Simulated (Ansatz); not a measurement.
**[B(OH)4]- (BH4O4−): a short trajectory**

What does [B(OH)4]- (BH4O4−) do in its first 8 fs with a Nosé-Hoover thermostat, with the temperature set to 1500 K?

Method: BLYP/6-31G*; program: Ansatz 0.2.0, Gaussian basis.

## Step 1: The geometry

An earlier r2SCAN-D4/def2-SVPD relaxation fixed the geometry.

9 atoms, charge -1, spin multiplicity 1.

Atoms are counted from 1 here; the program's logs count them from 0.

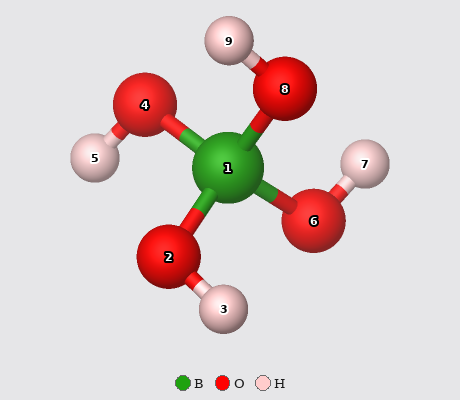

The structure; boron green, oxygen red, hydrogen pink; atoms are numbered from 1 in the order of the file.

## Step 2: The run

in.yaml reads:

```yaml
crystal:
  periodic: [false, false, false]
  atoms:
    - {symbol: B, position_ang: [0.001386, 0.000204, -0.001533]}
    - {symbol: O, position_ang: [0.011375, 0.046087, 1.481167]}
    - {symbol: H, position_ang: [-0.869208, 0.329293, 1.746535]}
    - {symbol: O, position_ang: [1.417098, -0.018850, -0.443262]}
    - {symbol: H, position_ang: [1.886309, 0.592052, 0.133532]}
    - {symbol: O, position_ang: [-0.774645, 1.175530, -0.466184]}
    - {symbol: H, position_ang: [-1.010750, 0.996564, -1.381729]}
    - {symbol: O, position_ang: [-0.648960, -1.202046, -0.576949]}
    - {symbol: H, position_ang: [-0.012594, -1.918844, -0.491568]}
basis:
  gaussian: {orbitals: "6-31G*"}
total_charge: -1
hamiltonian: {xc: {name: BLYP}}
md: {timestep: 0.5 fs, n_steps: 15, ensemble: nvt_nose_hoover, temperature: 1500, initial_velocities: maxwell_boltzmann, seed: 174}
scf: {omitted_lower_state_checks: [starts]}
```

Command:

```console
ansatz run in.yaml --threads 4 --pin off --events-out ev --progress --plain --max-ram 3916MiB
```

What it wrote:

```text
Functional definition: BLYP
  name "BLYP"
  cite "Becke, Phys. Rev. A 38, 3098 (1988) doi:10.1103/PhysRevA.38.3098"
  cite "Lee, Yang & Parr, Phys. Rev. B 37, 785 (1988) doi:10.1103/PhysRevB.37.785"
  parameter beta = 0.0042
  parameter a = 0.04918
  parameter b = 0.132
  parameter c = 0.2533
  parameter d = 0.349
  exchange = b88_x(beta = beta)
  correlation = lyp_c(a = a, b = b, c = c, d = d)
these checks for a lower state are left out or cut short: starts
869 factors; their error is unknown
mean field evaluation 1: about -8924.7723 eV, gradient 6.4e1 eV
mean field evaluation 2: about -8909.9232 eV, gradient 1.1e2 eV
mean field evaluation 4: about -8931.6076 eV, gradient 3.1e-1 eV
mean field evaluation 8: about -8931.5647 eV, gradient 1.5e-1 eV
mean field evaluation 16: about -8931.5647 eV, gradient 3.5e-5 eV
mean field -8931.56472897 eV, -328.2289497577 hartree, gradient 3.5e-5 eV, S^2 0.000000; 0 other end points of the search recorded, 0 dependent functions left out
the calculation of the forces begins
reference -8931.56494118 eV, -328.2289575564 hartree; 21, 21 occupied and 62, 62 virtual orbitals, 869 factors
md step     0: t =     0.00 fs  T =  1500.0 K  F+E_penalty+E_count = -8931.56472897 eV  E_kin = 1.357230 eV  conserved = -8930.20749898 eV  (23 SCF iters)
these checks for a lower state are left out or cut short: starts, cluster_reference, orbital_swaps, neighbouring_geometries, increment
869 factors; their error is unknown
mean field -8931.53966641 eV, -328.2280287256 hartree, gradient 5.7e-6 eV, S^2 0.000000; 0 other end points of the search recorded, 0 dependent functions left out
the calculation of the forces begins
reference -8931.53987907 eV, -328.2280365405 hartree; 21, 21 occupied and 62, 62 virtual orbitals, 869 factors
md step     1: t =     0.50 fs  T =  1472.8 K  F+E_penalty+E_count = -8931.53966641 eV  E_kin = 1.332632 eV  conserved = -8930.20703493 eV  (27 SCF iters)
these checks for a lower state are left out or cut short: starts, cluster_reference, orbital_swaps, neighbouring_geometries, increment
869 factors; their error is unknown
mean field -8931.48873075 eV, -328.2261568747 hartree, gradient 5.2e-6 eV, S^2 0.000000; 0 other end points of the search recorded, 0 dependent functions left out
the calculation of the forces begins
reference -8931.48894389 eV, -328.2261647072 hartree; 21, 21 occupied and 62, 62 virtual orbitals, 869 factors
md step     2: t =     1.00 fs  T =  1417.6 K  F+E_penalty+E_count = -8931.48873075 eV  E_kin = 1.282684 eV  conserved = -8930.20604851 eV  (27 SCF iters)
these checks for a lower state are left out or cut short: starts, cluster_reference, orbital_swaps, neighbouring_geometries, increment
869 factors; their error is unknown
mean field evaluation 32: about -8931.4704 eV, gradient 1.1e-2 eV
mean field -8931.42667460 eV, -328.2238763530 hartree, gradient 4.7e-6 eV, S^2 0.000000; 0 other end points of the search recorded, 0 dependent functions left out
the calculation of the forces begins
reference -8931.42688819 eV, -328.2238842025 hartree; 21, 21 occupied and 62, 62 virtual orbitals, 869 factors
md step     3: t =     1.50 fs  T =  1349.9 K  F+E_penalty+E_count = -8931.42667460 eV  E_kin = 1.221433 eV  conserved = -8930.20524856 eV  (27 SCF iters)
these checks for a lower state are left out or cut short: starts, cluster_reference, orbital_swaps, neighbouring_geometries, increment
869 factors; their error is unknown
mean field -8931.36576496 eV, -328.2216379651 hartree, gradient 6.6e-6 eV, S^2 0.000000; 0 other end points of the search recorded, 0 dependent functions left out
the calculation of the forces begins
reference -8931.36597894 eV, -328.2216458288 hartree; 21, 21 occupied and 62, 62 virtual orbitals, 869 factors
md step     4: t =     2.00 fs  T =  1282.8 K  F+E_penalty+E_count = -8931.36576496 eV  E_kin = 1.160713 eV  conserved = -8930.20506955 eV  (27 SCF iters)
these checks for a lower state are left out or cut short: starts, cluster_reference, orbital_swaps, neighbouring_geometries, increment
869 factors; their error is unknown
mean field -8931.30936640 eV, -328.2195653564 hartree, gradient 6.5e-6 eV, S^2 0.000000; 0 other end points of the search recorded, 0 dependent functions left out
the calculation of the forces begins
reference -8931.30958068 eV, -328.2195732308 hartree; 21, 21 occupied and 62, 62 virtual orbitals, 869 factors
md step     5: t =     2.50 fs  T =  1220.2 K  F+E_penalty+E_count = -8931.30936640 eV  E_kin = 1.104047 eV  conserved = -8930.20535484 eV  (27 SCF iters)
these checks for a lower state are left out or cut short: starts, cluster_reference, orbital_swaps, neighbouring_geometries, increment
869 factors; their error is unknown
mean field -8931.25390128 eV, -328.2175270507 hartree, gradient 6.2e-6 eV, S^2 0.000000; 0 other end points of the search recorded, 0 dependent functions left out
the calculation of the forces begins
reference -8931.25411575 eV, -328.2175349325 hartree; 21, 21 occupied and 62, 62 virtual orbitals, 869 factors
md step     6: t =     3.00 fs  T =  1158.6 K  F+E_penalty+E_count = -8931.25390128 eV  E_kin = 1.048324 eV  conserved = -8930.20564040 eV  (27 SCF iters)
these checks for a lower state are left out or cut short: starts, cluster_reference, orbital_swaps, neighbouring_geometries, increment
869 factors; their error is unknown
mean field evaluation 64: about -8931.1954 eV, gradient 5.1e-6 eV
mean field -8931.19538977 eV, -328.2153767923 hartree, gradient 5.1e-6 eV, S^2 0.000000; 0 other end points of the search recorded, 0 dependent functions left out
the calculation of the forces begins
reference -8931.19560438 eV, -328.2153846792 hartree; 21, 21 occupied and 62, 62 virtual orbitals, 869 factors
md step     7: t =     3.50 fs  T =  1094.0 K  F+E_penalty+E_count = -8931.19538977 eV  E_kin = 0.989848 eV  conserved = -8930.20564171 eV  (28 SCF iters)
these checks for a lower state are left out or cut short: starts, cluster_reference, orbital_swaps, neighbouring_geometries, increment
869 factors; their error is unknown
mean field -8931.13372365 eV, -328.2131106041 hartree, gradient 6.3e-6 eV, S^2 0.000000; 0 other end points of the search recorded, 0 dependent functions left out
the calculation of the forces begins
reference -8931.13393836 eV, -328.2131184946 hartree; 21, 21 occupied and 62, 62 virtual orbitals, 869 factors
md step     8: t =     4.00 fs  T =  1026.1 K  F+E_penalty+E_count = -8931.13372365 eV  E_kin = 0.928451 eV  conserved = -8930.20542063 eV  (28 SCF iters)
these checks for a lower state are left out or cut short: starts, cluster_reference, orbital_swaps, neighbouring_geometries, increment
869 factors; their error is unknown
mean field -8931.07202004 eV, -328.2108430384 hartree, gradient 7.5e-6 eV, S^2 0.000000; 0 other end points of the search recorded, 0 dependent functions left out
the calculation of the forces begins
reference -8931.07223481 eV, -328.2108509310 hartree; 21, 21 occupied and 62, 62 virtual orbitals, 869 factors
md step     9: t =     4.50 fs  T =   958.2 K  F+E_penalty+E_count = -8931.07202004 eV  E_kin = 0.867008 eV  conserved = -8930.20521971 eV  (27 SCF iters)
these checks for a lower state are left out or cut short: starts, cluster_reference, orbital_swaps, neighbouring_geometries, increment
869 factors; their error is unknown
mean field -8931.01323073 eV, -328.2086825710 hartree, gradient 6.8e-6 eV, S^2 0.000000; 0 other end points of the search recorded, 0 dependent functions left out
the calculation of the forces begins
reference -8931.01344549 eV, -328.2086904635 hartree; 21, 21 occupied and 62, 62 virtual orbitals, 869 factors
md step    10: t =     5.00 fs  T =   893.3 K  F+E_penalty+E_count = -8931.01323073 eV  E_kin = 0.808280 eV  conserved = -8930.20522870 eV  (28 SCF iters)
these checks for a lower state are left out or cut short: starts, cluster_reference, orbital_swaps, neighbouring_geometries, increment
869 factors; their error is unknown
mean field -8930.95743855 eV, -328.2066322464 hartree, gradient 8.2e-6 eV, S^2 0.000000; 0 other end points of the search recorded, 0 dependent functions left out
the calculation of the forces begins
reference -8930.95765325 eV, -328.2066401365 hartree; 21, 21 occupied and 62, 62 virtual orbitals, 869 factors
md step    11: t =     5.50 fs  T =   831.5 K  F+E_penalty+E_count = -8930.95743855 eV  E_kin = 0.752359 eV  conserved = -8930.20543909 eV  (28 SCF iters)
these checks for a lower state are left out or cut short: starts, cluster_reference, orbital_swaps, neighbouring_geometries, increment
869 factors; their error is unknown
mean field evaluation 96: about -8930.9021 eV, gradient 1.3e-1 eV
mean field -8930.90209689 eV, -328.2045984778 hartree, gradient 9.8e-6 eV, S^2 0.000000; 0 other end points of the search recorded, 0 dependent functions left out
the calculation of the forces begins
reference -8930.90231150 eV, -328.2046063645 hartree; 21, 21 occupied and 62, 62 virtual orbitals, 869 factors
md step    12: t =     6.00 fs  T =   770.2 K  F+E_penalty+E_count = -8930.90209689 eV  E_kin = 0.696935 eV  conserved = -8930.20561292 eV  (28 SCF iters)
these checks for a lower state are left out or cut short: starts, cluster_reference, orbital_swaps, neighbouring_geometries, increment
869 factors; their error is unknown
mean field -8930.84559275 eV, -328.2025219891 hartree, gradient 1.1e-5 eV, S^2 0.000000; 0 other end points of the search recorded, 0 dependent functions left out
the calculation of the forces begins
reference -8930.84580729 eV, -328.2025298731 hartree; 21, 21 occupied and 62, 62 virtual orbitals, 869 factors
md step    13: t =     6.50 fs  T =   708.1 K  F+E_penalty+E_count = -8930.84559275 eV  E_kin = 0.640726 eV  conserved = -8930.20541938 eV  (28 SCF iters)
these checks for a lower state are left out or cut short: starts, cluster_reference, orbital_swaps, neighbouring_geometries, increment
869 factors; their error is unknown
mean field -8930.79186646 eV, -328.2005475842 hartree, gradient 1.1e-5 eV, S^2 0.000000; 0 other end points of the search recorded, 0 dependent functions left out
the calculation of the forces begins
reference -8930.79208095 eV, -328.2005554666 hartree; 21, 21 occupied and 62, 62 virtual orbitals, 869 factors
md step    14: t =     7.00 fs  T =   649.6 K  F+E_penalty+E_count = -8930.79186646 eV  E_kin = 0.587746 eV  conserved = -8930.20478193 eV  (27 SCF iters)
these checks for a lower state are left out or cut short: starts, cluster_reference, orbital_swaps, neighbouring_geometries, increment
869 factors; their error is unknown
mean field -8930.75099930 eV, -328.1990457437 hartree, gradient 9.7e-6 eV, S^2 0.000000; 0 other end points of the search recorded, 0 dependent functions left out
the calculation of the forces begins
reference -8930.75121372 eV, -328.1990536235 hartree; 21, 21 occupied and 62, 62 virtual orbitals, 869 factors
these checks for a lower state are left out or cut short: starts
869 factors; their error is unknown
mean field -8930.75099930 eV, -328.1990457437 hartree, gradient 9.7e-6 eV, S^2 0.000000; 0 other end points of the search recorded, 0 dependent functions left out
the calculation of the forces begins
reference -8930.75121372 eV, -328.1990536235 hartree; 21, 21 occupied and 62, 62 virtual orbitals, 869 factors
md step    15: t =     7.50 fs  T =   605.2 K  F+E_penalty+E_count = -8930.75099930 eV  E_kin = 0.547607 eV  conserved = -8930.20417068 eV  (11 SCF iters)
Total energy: -8930.75121372 eV, -328.1990536235 hartree
Atom 0 at     0.064202     0.080753     0.026205 Å, force    -2.316740    -0.778511    -2.858829 eV/Å
Atom 1 at     0.005403     0.019657     1.378715 Å, force    -0.194074     0.406168     5.246552 eV/Å
Atom 2 at    -0.909153     0.057596     1.790195 Å, force     0.960486    -0.000704    -1.145918 eV/Å
Atom 3 at     1.483903    -0.039354    -0.399867 Å, force    -2.202418    -2.014852    -2.448348 eV/Å
Atom 4 at     2.150728     0.476132    -0.029552 Å, force     1.613648     2.046026     1.726464 eV/Å
Atom 5 at    -0.862249     1.203376    -0.463464 Å, force     1.133820     0.193896    -0.091619 eV/Å
Atom 6 at    -0.842163     1.115385    -1.438298 Å, force    -0.099266    -0.107110    -0.024044 eV/Å
Atom 7 at    -0.696863    -1.228184    -0.532041 Å, force     1.529619     0.567518    -0.234209 eV/Å
Atom 8 at     0.105912    -1.796047    -0.431642 Å, force    -0.425075    -0.312432    -0.170049 eV/Å
Dipole moment:     0.284338     0.124651     0.131091 e Å
Checks for a lower state left out: starts
```

Wall time 11 s (4 threads of Arm Neoverse V1, shared host).

## Step 3: Frames and traces

Step by step, with energies from the first frame:

| time (fs) | T (K) | potential (meV) | conserved (meV) | B1–O8 (Å) |
| --- | --- | --- | --- | --- |
| 0.0 | 1500 | 0.0 | 0.00 | 1.483 |
| 0.5 | 1473 | 25.1 | 0.46 | 1.494 |
| 1.0 | 1418 | 76.0 | 1.45 | 1.505 |
| 1.5 | 1350 | 138.1 | 2.25 | 1.515 |
| 2.0 | 1283 | 199.0 | 2.43 | 1.526 |
| 2.5 | 1220 | 255.4 | 2.14 | 1.536 |
| 3.0 | 1159 | 310.8 | 1.86 | 1.546 |
| 3.5 | 1094 | 369.3 | 1.86 | 1.556 |
| 4.0 | 1026 | 431.0 | 2.08 | 1.565 |
| 4.5 | 958 | 492.7 | 2.28 | 1.574 |
| 5.0 | 893 | 551.5 | 2.27 | 1.582 |
| 5.5 | 832 | 607.3 | 2.06 | 1.590 |
| 6.0 | 770 | 662.6 | 1.89 | 1.597 |
| 6.5 | 708 | 719.1 | 2.08 | 1.603 |
| 7.0 | 650 | 772.9 | 2.72 | 1.609 |
| 7.5 | 605 | 813.7 | 3.33 | 1.614 |

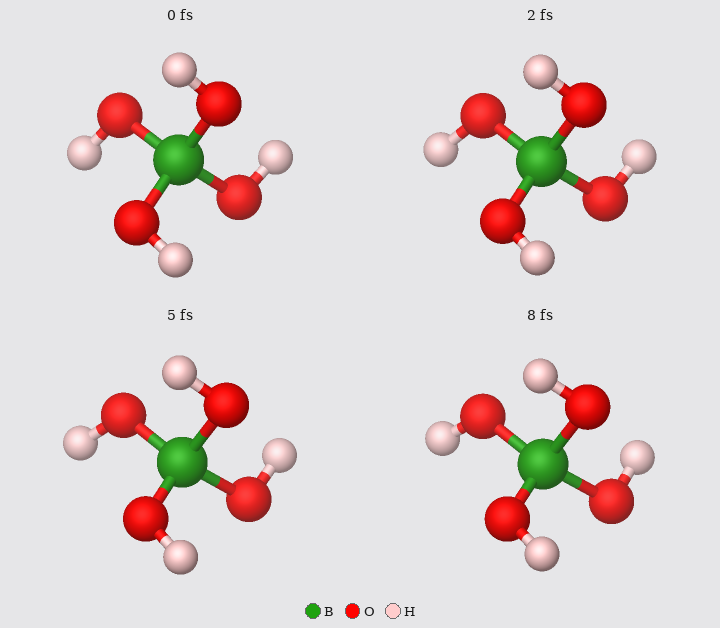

Four frames; sticks are those of the first frame.

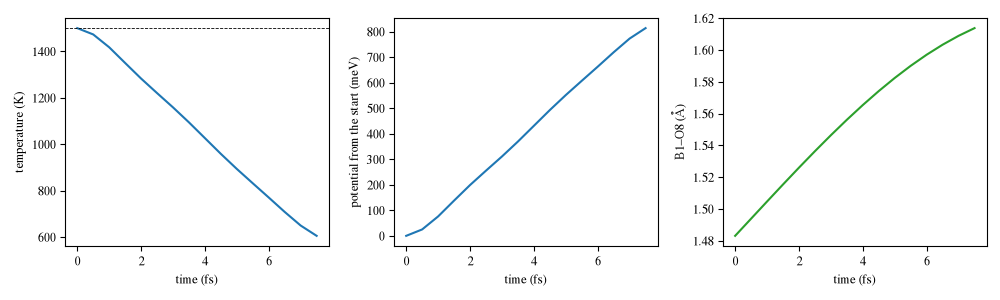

Temperature (the set value dashed), potential energy and the bond that swings most.

Positions (Å) and forces (eV/Å) at 7.5 fs:

```xyz
9

B     0.064    0.081    0.026   -2.317   -0.779   -2.859
O     0.005    0.020    1.379   -0.194    0.406    5.247
H    -0.909    0.058    1.790    0.960   -0.001   -1.146
O     1.484   -0.039   -0.400   -2.202   -2.015   -2.448
H     2.151    0.476   -0.030    1.614    2.046    1.726
O    -0.862    1.203   -0.463    1.134    0.194   -0.092
H    -0.842    1.115   -1.438   -0.099   -0.107   -0.024
O    -0.697   -1.228   -0.532    1.530    0.568   -0.234
H     0.106   -1.796   -0.432   -0.425   -0.312   -0.170
```

## Step 4: Results

| quantity | value |
| --- | --- |
| length | 15 steps of 0.5 fs |
| temperature, first and last frame | 1500, 605 K |
| temperature, second half | mean 805 K, from 605 to 1026 K |
| swing of the potential | 814 meV |
| largest change of the conserved energy | 3.33 meV |
| range of B1–O8 | 1.483 to 1.614 Å |

**Reading.** From 1500 K at the start the temperature swings between 605 and 1500 K: with 9 atoms it has no steady value yet; starting near a minimum, about half of the kinetic energy flows into the potential. The conserved energy moves by 3.33 meV, 0.4 % of the potential's swing, so the step is short enough for this stretch. B1–O8 swings as far as any bond, by 0.13 Å; no bond breaks. A run of 8 fs gives no averages.
